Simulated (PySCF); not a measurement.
F₃Y, SMILES [F][Y]([F])[F] at its CAM-B3LYP/def2-SVP optimised geometry (Å):

```
4

Y     -0.4957    -0.0031     0.0000
F     -1.4998    -1.7273    -0.0049
F     -1.4891     1.7273     0.0000
F      1.4998    -0.0031     0.0000
```

Computed with CAM-B3LYP/def2-TZVP, def2 effective core potentials past Kr (PySCF). The core electrons that the potentials of Y replace are not part of the density. Cells within 0.4 Å of a nucleus heavier than hydrogen are left out (blank, or x).

Map of the LUMO amplitude (bohr^(-3/2)) on the plane z = 0.0 Å; orbital energy -1.70 eV, overall sign arbitrary:

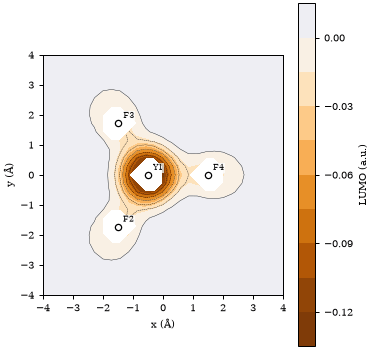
LUMO amplitude (bohr^(-3/2)) on the plane z = 0.0 Å.
